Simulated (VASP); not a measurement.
Given:

```
CELL_PARAMETERS angstrom
      4.89229     0.00000     0.00000
      0.00000     4.89229     0.00000
      0.00000     0.00000     3.32397
ATOMIC_POSITIONS crystal
  Mn 0.00000 0.00000 0.00000
  Mn 0.50000 0.50000 0.50000
  F  0.30360 0.30360 0.00000
  F  0.80360 0.19640 0.50000
  F  0.19640 0.80360 0.50000
  F  0.69640 0.69640 0.00000
```
Starting moments (μB, in the order of the record's atoms Mn Mn F F F F): 4.5 -4.5 0.0 0.0 0.0 0.0.

Level of theory: PBE GGA with D3 dispersion (zero damping), VASP's PBE PAW potentials (set 64) (plane waves; VASP). Numerical set-up: 520 eV cut-off, 5×5×8 Γ-centred mesh, tetrahedra with Blöchl corrections, potentials Mn_pv F.

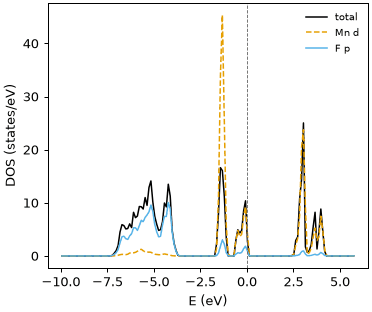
*Total and projected density of states, zero at the valence-band maximum*

Within 2 eV below the valence-band maximum the largest weight inside VASP's projection spheres is Mn d.

It has a band gap.

The compound is MnF2 in the rutile structure. It was relaxed first.
